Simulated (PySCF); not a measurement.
C5H6Si, SMILES `[SiH]1=CC=CC=C1`.

Computed with PySCF, 6-31G* basis, geometry: GFN2-xTB. No frequency check shows the geometry to be a minimum.

Geometry (Å), atoms numbered from 1:

```
Si1     -1.4186    0.0001    0.0000
C2      -0.3443    1.4472    0.0000
C3       1.0223    1.2375    0.0000
C4       1.6563   -0.0001    0.0000
C5       1.0223   -1.2376    0.0000
C6      -0.3444   -1.4472    0.0000
H7      -2.8733   -0.0001    0.0000
H8      -0.7051    2.4667    0.0000
H9       1.6663    2.1103    0.0000
H10      2.7381   -0.0001    0.0000
H11      1.6662   -2.1104    0.0000
H12     -0.7052   -2.4667    0.0000
```

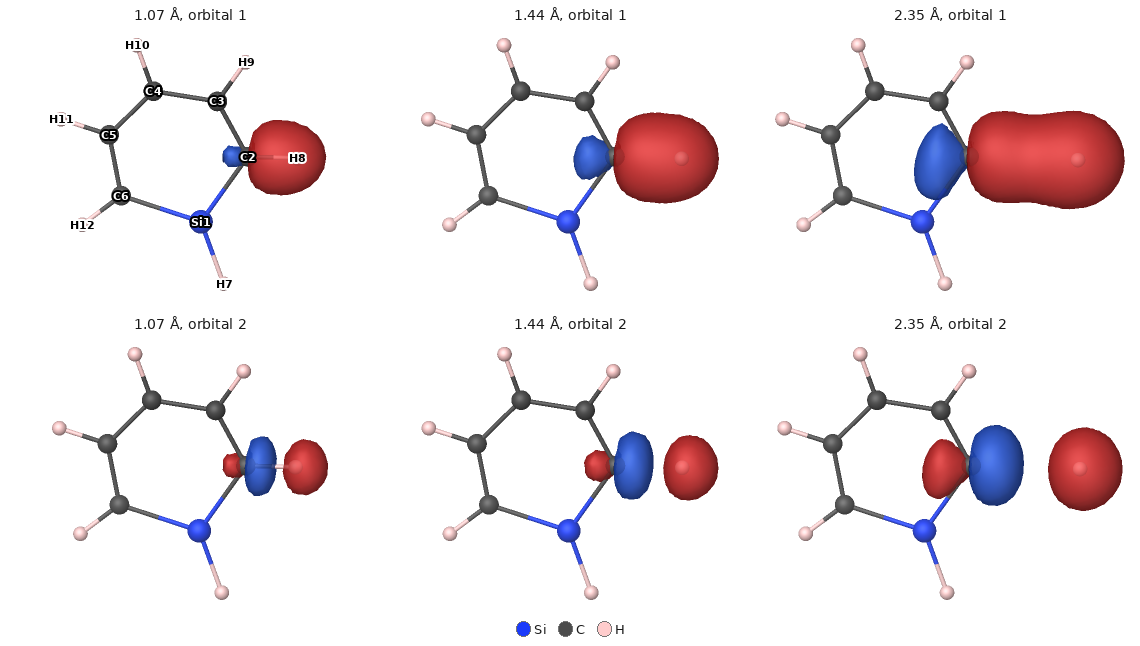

Rigid stretch of the C2–H8 bond. The two CASSCF(2,2) natural orbitals nearest half filling (orbital 1 the more occupied).

How do the occupations change along the stretch?

Answer. 1.07 Å: 1.98 and 0.02; 1.44 Å: 1.95 and 0.05; 2.35 Å: 1.60 and 0.40. At the longest distance computed (3.00 Å) they are 1.27 and 0.73, and the effective number of unpaired electrons is 1.7.

UHF's ⟨S²⟩ passes 1 along the scan (up to 1.85), so it also polarises electrons outside the stretched bond; its energy lowering isn't due to that bond alone.

UHF already breaks spin symmetry near equilibrium here (⟨S²⟩ = 0.69 at 1.07 Å), for reasons apart from this bond.

How much energy does the stretch cost?

Answer. By CASSCF, 4.4 eV from the lowest point of the scan (1.07 Å) to 3.00 Å; RHF gives 7.6 eV from its own lowest point. The fragments aren't relaxed and dynamic correlation is missing, so this isn't a bond dissociation energy.

The PySCF run took 7.2 min on 1 thread of Arm Neoverse V2, with other jobs on the host, peak memory 0.48 GiB.
